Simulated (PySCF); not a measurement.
C₅H₁₂BO₂ (SMILES C=C([BH2-]OCC)OC) (charge −1)

```xyz
20

C     1.5415   -1.0857    0.1377
C     1.3122    0.2366   -0.0097
B    -0.1345    0.9191   -0.2255
O    -1.1652   -0.1407   -0.2407
C    -2.4519    0.2807   -0.4132
C    -3.3982   -0.9102   -0.4145
O     2.3303    1.1593    0.0124
C     3.6245    0.7051    0.1903
H     2.5248   -1.5449    0.2844
H     0.6690   -1.7410    0.1057
H    -0.3344    1.7407    0.7060
H    -2.5828    0.8480   -1.3684
H    -2.7697    0.9954    0.3865
H    -3.1269   -1.6075   -1.2239
H    -4.4493   -0.6031   -0.5514
H    -3.3134   -1.4615    0.5362
H     4.2918    1.5822    0.1784
H     3.7580    0.1723    1.1545
H     3.9428    0.0074   -0.6116
H    -0.1187    1.5613   -1.3070
```

Geometry: PBE0-D3(BJ)/def2-SVP.

Theory: DFT single point, gas phase, functional wB97X (PySCF).

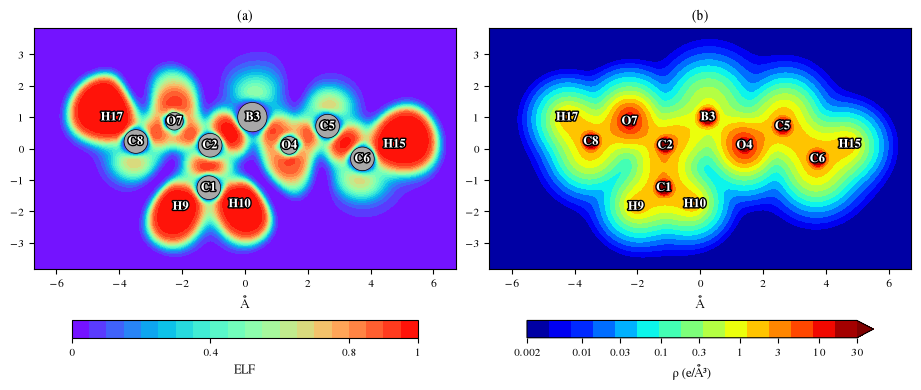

Figure 1. (a) ELF; (b) total electron density on the plane of atoms H9, C1 and H10. Grey discs cover the atomic cores in the ELF map.

Q: What do the fields say about this system?

A: The plane passes through C, B, O and H nuclei.
C–C (1.35 Å): ρ at the midpoint is about 2.2 e/Å³; the ELF peaks at about 0.95 between the atoms; localised, covalent bonding.
C–O (1.36 Å): ρ at the midpoint is about 2.3 e/Å³, with its minimum of 2 e/Å³ about 0.5 Å from C; the ELF peaks at about 0.90 between the atoms (a polar covalent bond).
B–O (1.48 Å): ρ is about 1.6 e/Å³ halfway; the ELF peaks at about 0.90 between the atoms: a polar covalent bond.
C–B (1.61 Å): ρ is about 1.3 e/Å³ halfway; the ELF peaks at about 1 between the atoms, as expected for localised, covalent bonding.
C–H (1.09 Å): ρ at the midpoint is about 1.9 e/Å³; the ELF climbs to about 1 towards the hydrogen, as it does in any bond to H (an ordinary covalent bond to hydrogen).
The ELF also peaks beside O4 and O7, away from the bonds: lone-pair regions.

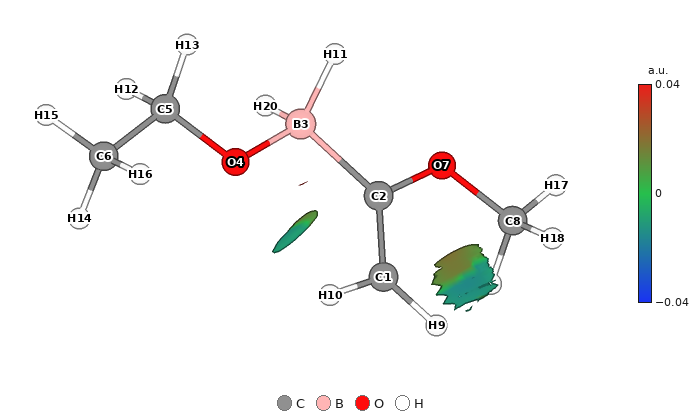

Figure 2. Non-covalent interaction (NCI) plot: the surface where the reduced density gradient is 0.5, for densities under 0.05 a.u., coloured by sign(λ₂)ρ; seen at a tilt.

Q: What holds or crowds the atoms apart from the covalent bonds?

A:
- Between H9 and C1 on one side and C8 and H19 on the other: a weak contact, attractive (blue-green) on one side and crowded (olive to red) on the other
- Near H10, O4 and C1: mostly steric crowding (olive to red)
